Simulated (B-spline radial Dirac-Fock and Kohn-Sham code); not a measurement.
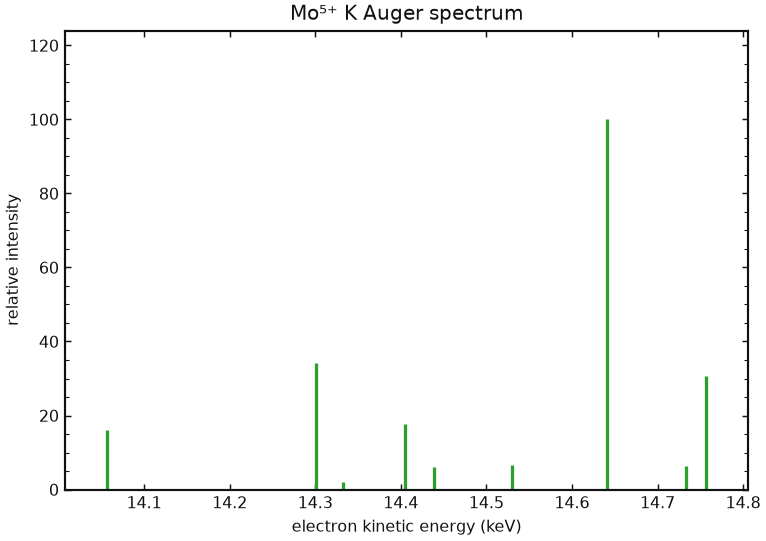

The Auger multiplet of a K hole with both final holes in L123, as sticks. Kinetic energies count from the vacuum level; very weak lines are left out. Lines are named by their largest jj component, which in light atoms can differ from the customary names. It refers to the ion Mo⁵⁺ ([Kr] 4d1). Method: Dirac–Fock ΔSCF energies in intermediate coupling of the two holes, Coulomb rates, valence shells as spectators (computed with a B-spline radial atomic code).

**Which of the lines shown has the highest kinetic energy, and why?**

K-L3L3 J=2 at 14.76 keV: its two-hole final state is the least tightly bound of those shown, so the most energy is left to the electron.

**How wide is the K level from this decay?**

0.743 eV from this multiplet.

**Which line is strongest?**

K-L2L3 J=2 at 14.64 keV, 46 % of the multiplet.
